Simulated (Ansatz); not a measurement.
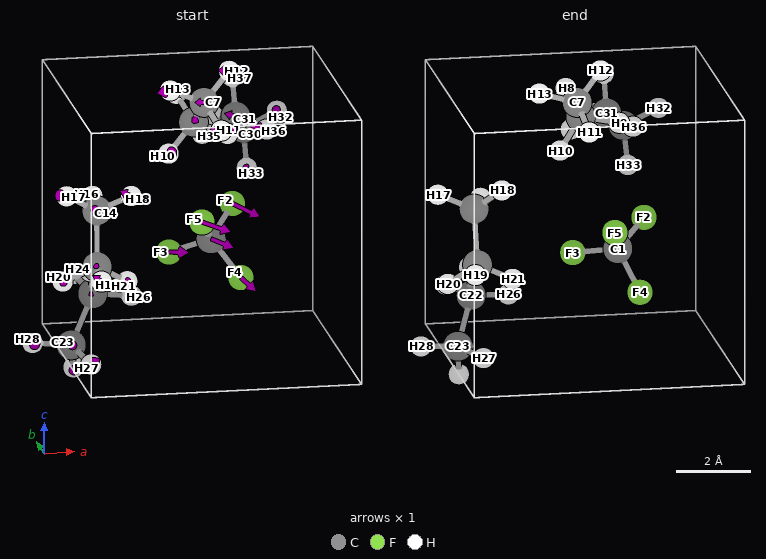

The structure of an amorphous cell of composition H₂₄C₉F₄ before (left) and after (right) a relaxation, at one scale. The purple arrows give the displacements, at their true length.

A ball-and-stick model of the cell of the calculation (origin shifted), seen slightly off an axis.

The cell holds 1 CF4 + 4 C2H6. The run prepares the start of a later molecular dynamics calculation, from a guessed geometry.

The calculation used DFT r2SCAN-D3(BJ), scalar-relativistic, plane waves, PAW (Ansatz).

Input file:
```yaml
crystal:
  lattice:
    - [7.447635, 0.0, 0.0]
    - [0.0, 7.447635, 0.0]
    - [0.0, 0.0, 7.447635]
  atoms:
    - { symbol: C, position: [0.5746385, 0.8495137, 0.1473455] }
    - { symbol: F, position: [0.6737875, 0.961674, 0.2445251] }
    - { symbol: F, position: [0.4345671, 0.9371445, 0.0798533] }
    - { symbol: F, position: [0.6731529, 0.7831975, 0.0141111] }
    - { symbol: F, position: [0.5170464, 0.7160389, 0.2508925] }
    - { symbol: C, position: [0.4693509, 0.6252996, 0.6571228] }
    - { symbol: C, position: [0.4784625, 0.4597626, 0.7771659] }
    - { symbol: H, position: [0.4273732, 0.7436372, 0.7330566] }
    - { symbol: H, position: [0.6000857, 0.6547217, 0.5973345] }
    - { symbol: H, position: [0.3735104, 0.6062257, 0.5476573] }
    - { symbol: H, position: [0.5204402, 0.3414249, 0.7012321] }
    - { symbol: H, position: [0.574303, 0.4788365, 0.8866314] }
    - { symbol: H, position: [0.3477277, 0.4303404, 0.8369542] }
    - { symbol: C, position: [0.0984987, 0.5534495, 0.3606282] }
    - { symbol: C, position: [0.0897128, 0.4991532, 0.163472] }
    - { symbol: H, position: [0.1082604, 0.6991414, 0.3751351] }
    - { symbol: H, position: [-0.0211666, 0.5093117, 0.4331814] }
    - { symbol: H, position: [0.2152324, 0.4941045, 0.4268347] }
    - { symbol: H, position: [0.0799512, 0.3534613, 0.1489651] }
    - { symbol: H, position: [-0.0270209, 0.5584983, 0.0972655] }
    - { symbol: H, position: [0.2093781, 0.543291, 0.0909188] }
    - { symbol: C, position: [0.1763745, 0.0692666, 0.8982817] }
    - { symbol: C, position: [0.0853458, 0.0040069, 0.7269609] }
    - { symbol: H, position: [0.1265812, 0.201543, 0.9377207] }
    - { symbol: H, position: [0.151661, -0.0227888, 1.0098476] }
    - { symbol: H, position: [0.3216459, 0.0797772, 0.8804591] }
    - { symbol: H, position: [0.1351391, -0.1282696, 0.6875219] }
    - { symbol: H, position: [-0.0599256, -0.0065038, 0.7447835] }
    - { symbol: H, position: [0.1100594, 0.0960622, 0.615395] }
    - { symbol: C, position: [0.7682808, 0.2597332, 0.4414981] }
    - { symbol: C, position: [0.7089173, 0.0887158, 0.5370226] }
    - { symbol: H, position: [0.9001906, 0.3036453, 0.4884384] }
    - { symbol: H, position: [0.7771127, 0.2391469, 0.2964806] }
    - { symbol: H, position: [0.6736872, 0.3693536, 0.465316] }
    - { symbol: H, position: [0.5770075, 0.0448037, 0.4900823] }
    - { symbol: H, position: [0.8035109, -0.0209047, 0.5132047] }
    - { symbol: H, position: [0.7000854, 0.1093021, 0.6820402] }
basis:
  ecutwfc: 500.0
kpoints:
  mp_grid: { grid: [1, 1, 1] }
hamiltonian:
  xc: r2scan
  dispersion: d3bj
scf:
  occupations: { method: fermi_dirac, width: 0.02 }
  lower_state_search: "off"
relax:
  f_tol: 0.3
  max_steps: 15
  adjacent_minimum: "off"
```

Launched with:
```bash
ansatz run input.yaml --threads 1 --pin off --max-ram 3072MiB --backend cpu --events-out ev --progress --plain --runs-dir out
```

> Summarise the run.

Over 5 geometry steps the energy falls by 1.024 eV per cell of the calculation. The largest force component goes from 1.4 to 0.29 eV/Å. The largest moves, 0.88 Å, are those of F2 and F5. F5 goes along [3 −2 −1]. Largest moves by element: F 0.88 Å, C 0.72 Å, H 0.67 Å. The lattice vectors keep their values. Near-neighbour distances that change, for instance: C1–F2 1.329 → 1.318 Å.

Limits of the set-up: the periodic images lie only 7.4 Å apart, so the values are limited by the cell's size.
